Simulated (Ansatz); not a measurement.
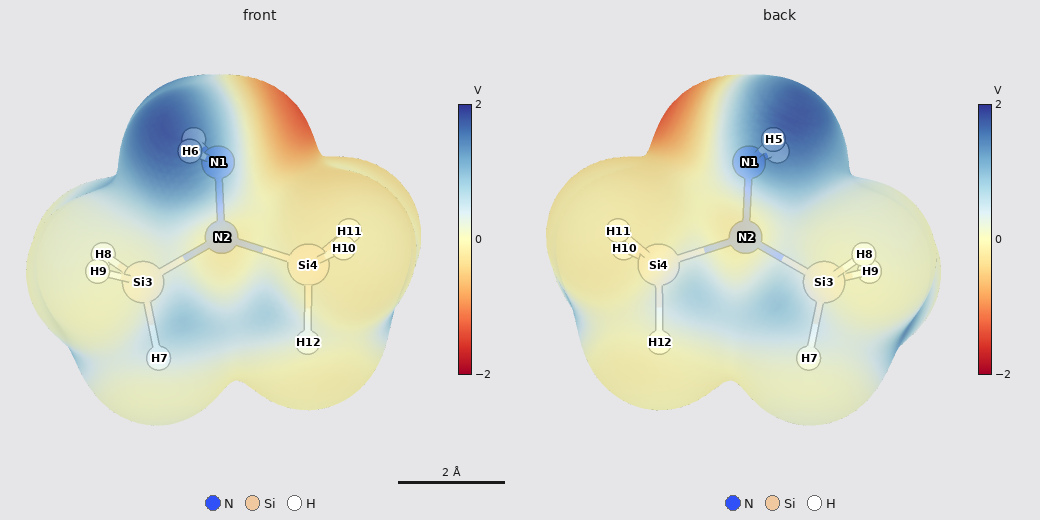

H₈N₂Si₂. The electrostatic potential painted on the density surface at 0.002 e/bohr³, seen from the front and from behind; red is negative and blue positive.

Geometry: PBE0-D4/def2-TZVP.

The calculation used RKS PBE0-D4/def2-TZVPP in Ansatz 0.2.0.

```yaml
atoms:
  - { symbol: N, position_ang: [-1.1059, 0.9530, -0.6196] }
  - { symbol: N, position_ang: [-0.0904, 0.0877, -0.0977] }
  - { symbol: Si, position_ang: [-0.1134, -0.2436, 1.5967] }
  - { symbol: Si, position_ang: [0.9589, -0.4339, -1.3699] }
  - { symbol: H, position_ang: [-2.0230, 0.5591, -0.4360] }
  - { symbol: H, position_ang: [-1.0519, 1.8603, -0.1683] }
  - { symbol: H, position_ang: [1.0136, -1.1511, 1.9234] }
  - { symbol: H, position_ang: [-1.4102, -0.8714, 1.9816] }
  - { symbol: H, position_ang: [0.0030, 1.0252, 2.3716] }
  - { symbol: H, position_ang: [1.6338, 0.7214, -2.0184] }
  - { symbol: H, position_ang: [0.2084, -1.1829, -2.4122] }
  - { symbol: H, position_ang: [1.9771, -1.3239, -0.7511] }
```

### Describe the electrostatic potential map.

The most negative region (about −1.2 V) lies over N1, the most positive (about +1.8 V) over H5 and H6. N1 is the likeliest acceptor of a hydrogen bond.
